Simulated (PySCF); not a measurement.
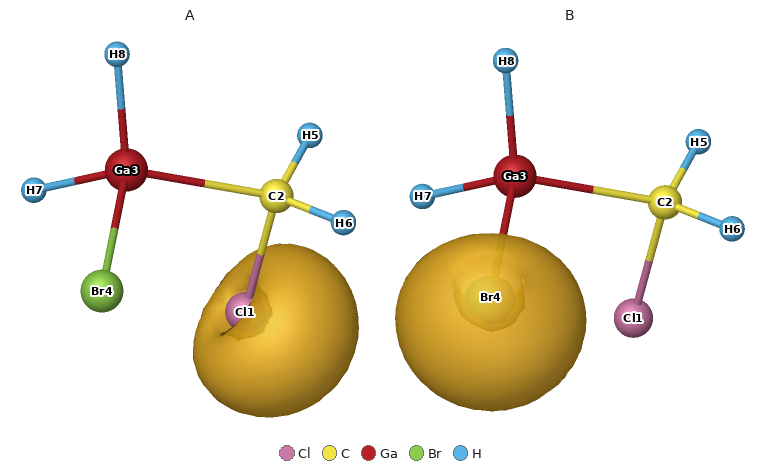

CH$_{4}$BrClGa, charge −1, SMILES `Cl[CH2][GaH2-][Br]`. Intrinsic bond orbitals (IBO), occupied; each surface holds about 80 % of the orbital's density. Energies are diagonal elements of the Fock matrix.

Computed with PySCF, LDA (SVWN)/def2-SVPD, geometry: GFN2-xTB. No frequency check shows the geometry to be a minimum. GFN2-xTB bond lengths at metals and heavier atoms can be off by up to 0.1 Å and shapes distorted, which carries into these values.

Input script:

```python
import numpy as np
from pyscf import gto, scf, dft, lo
from pyscf.data.elements import chemcore

def solve(mol, dm0=None, hcore=None):
    mf = (dft.UKS if mol.spin else dft.RKS)(mol, xc='svwn')
    mf.grids.level = 3
    mf = mf.density_fit(auxbasis='def2-universal-jkfit')
    mf.conv_tol, mf.max_cycle = 1e-8, 80
    if hcore is not None:
        mf.get_hcore = lambda *args: hcore
    mf.kernel(dm0)
    if not mf.converged:
        mf = mf.newton().run(mf.mo_coeff, mf.mo_occ, max_cycle=30)
    assert mf.converged, 'SCF not converged'
    return mf

mol = gto.M(atom='''
Cl    -2.31880     0.95464    -0.26977
C     -1.69334    -0.24288     0.92382
Ga    -0.10630    -0.95808    -0.14699
Br     1.62618     0.54021     0.05286
H     -2.53491    -0.91333     1.12746
H     -1.51747     0.33106     1.84178
H     -0.43037    -1.08498    -1.66337
H      0.44136    -2.31124     0.44381
''', basis='def2-svpd', charge=-1, spin=0, verbose=4)
mf = solve(mol)
occ_all = mf.mo_coeff[:, mf.mo_occ > 0]
occ = occ_all[:, chemcore(mol):]
loc = lo.ibo.ibo(mol, occ, iaos=lo.iao.iao(mol, occ_all))
fock, s = mf.get_fock(), mf.get_ovlp()
ortho = lo.orth_ao(mol, 'meta_lowdin')
ortho = lo.vec_lowdin(lo.iao.iao(mol, occ_all), s)
labels = lo.iao.reference_mol(mol).ao_labels(fmt=None)
vir = lo.vvo.livvo(mol, occ_all, mf.mo_coeff[:, mf.mo_occ == 0])
both = np.hstack([loc, vir])
p = (ortho.T @ s @ both) ** 2
pop = np.array([p[[l[0] == a for l in labels]].sum(0) for a in range(mol.natm)])
spd = np.array([[p[[l[0] == a and l[2][-1] == k for l in labels]].sum(0) for k in 'spd'] for a in range(mol.natm)])
eps = np.einsum('pi,pq,qi->i', both, fock, both)
for i in np.argsort(eps):
    top = np.argsort(-pop[:, i])[:3]
    print('%3d %s %9.4f Eh ' % (i + 1, 'occ' if i < loc.shape[1] else 'vir', eps[i]), '  '.join('%s%d %.3f' % (mol.atom_symbol(a), a + 1, pop[a, i]) for a in top))
np.savez('result.npz', c=both, nocc=loc.shape[1], pop=pop, spd=spd, eps=eps, e=mf.e_tot)
```

Run with:

```sh
OMP_NUM_THREADS=1 python input.py
```

The run took 26 s on 1 thread of Intel(R) Xeon(R) Platinum 8259CL CPU @ 2.50GHz (Skylake/Cascade Lake) (shared host), peak memory 0.32 GiB.

Q: Identify each orbital.

A: By panel:
- A: lone pair on Cl1 (sp0.9-type) (Cl1 100 %; −9.4 eV)
- B: lone pair on Br4 (sp0.4-type) (Br4 100 %; −9.8 eV)
